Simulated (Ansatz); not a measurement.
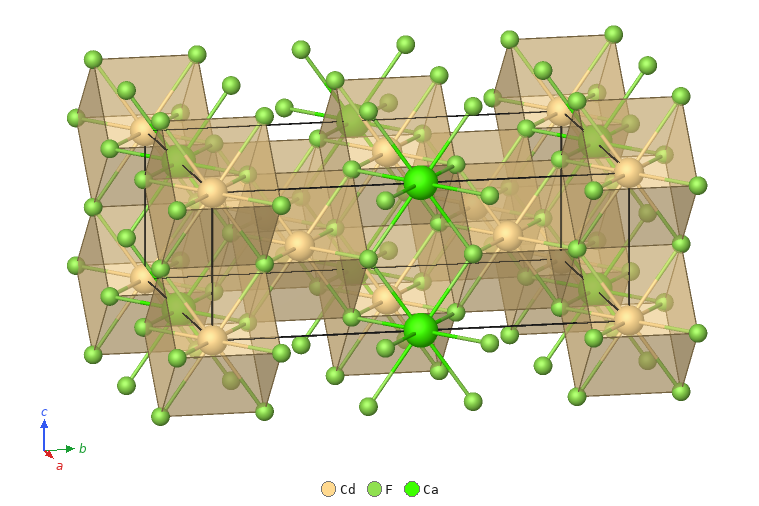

Crystal structure, polyhedral style, seen slightly off an axis. The parallelepiped is the conventional unit cell. A few atoms beyond the faces are included.

CaCd₃F₈, space group Cmmm (No. 65), a = 7.643 Å, b = 10.804 Å, c = 3.817 Å, α = 90.00°, β = 90.00°, γ = 90.00°. Starting structure: a structure type filled with these elements by a generator (whether the compound takes this form wasn't checked). Earlier steps of the study may have refined or changed the cell and positions. It went into a calculation with Ansatz.

This one geometry was computed with Ansatz (DFT, plane waves, PAW) at five levels of theory: r2SCAN, HSE06, PBE0, PBE and PBE with spin-orbit coupling. It was relaxed beforehand with r2SCAN.

Q: Which level gives the highest pressure at this volume, and what does that say about its equilibrium volume?

A: Highest: PBE (4.9 GPa) and PBE with spin-orbit coupling (4.9 GPa), which points to the largest equilibrium volume. Lowest, with the smallest volume: r2SCAN (0.0 GPa). Levels within 0.5 GPa of each other can't be told apart.

Q: How does the band gap change with the level of theory?

A: PBE with spin-orbit coupling: a gap of 3.67 eV, indirect; PBE: a gap of 3.67 eV, indirect; r2SCAN: a gap of 4.35 eV, indirect; HSE06: a gap of 5.76 eV, indirect; PBE0: a gap of 6.51 eV, indirect.

Q: Collect the results in a table.

A:
| level | cutoff (eV) | k-mesh of the run's cell | gap (eV) | pressure (GPa) |
| --- | --- | --- | --- | --- |
| r2SCAN | 500 | 4×4×6 | 4.35 | 0.0 |
| HSE06 | 420 | 2×2×4 | 5.76 | 1.7 |
| PBE0 | 420 | 2×2×4 | 6.51 | 1.4 |
| PBE | 420 | 4×4×6 | 3.67 | 4.9 |
| PBE with spin-orbit coupling | 420 | 4×4×6 | 3.67 | 4.9 |

Gaps are taken on the k-mesh or band path of each run.
